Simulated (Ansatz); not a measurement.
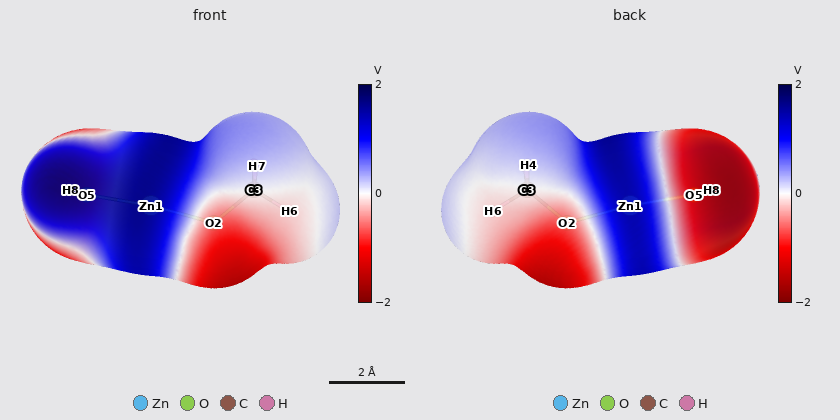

Figure. CH4O2Zn. The molecular electrostatic potential painted on the density surface at 0.001 e/bohr³, seen from the front and from behind; the colour scale runs from red (negative) to blue (positive).

Computed with Ansatz, RKS r2SCAN/def2-SVP.

Input

```
crystal:
  periodic: [false, false, false]
  atoms:
    - { symbol: Zn, position_ang: [0.645427, -0.782478, 0.757068] }
    - { symbol: O, position_ang: [0.166241, -0.423526, -0.977555] }
    - { symbol: C, position_ang: [-0.721265, 0.646887, -1.170011] }
    - { symbol: H, position_ang: [-1.4583, 0.747205, -0.372709] }
    - { symbol: O, position_ang: [0.983404, -1.273728, 2.415485] }
    - { symbol: H, position_ang: [-1.280731, 0.494465, -2.113408] }
    - { symbol: H, position_ang: [-0.203541, 1.626675, -1.262375] }
    - { symbol: H, position_ang: [1.868765, -1.035399, 2.723504] }
basis:
  gaussian: { orbitals: def2-SVP }
hamiltonian:
  xc: r2scan
relax:
  f_tol: 0.03
  max_steps: 50
output:
  orbitals: {}
```

Run with:

```sh
ansatz run input.yaml --threads 2 --pin off --max-ram 3072MiB --backend cpu --events-out ev --progress --plain --runs-dir out
```

The fields are those of the run's last geometry, not of the input's.

Where is the surface potential most negative and most positive?

Answer. The most negative region (about −1.7 V, or −39 kcal/mol for a unit charge) lies over O5, the most positive (about +1.7 V, or +39 kcal/mol for a unit charge) over Zn1 and H8. O5 is the likeliest acceptor of a hydrogen bond.
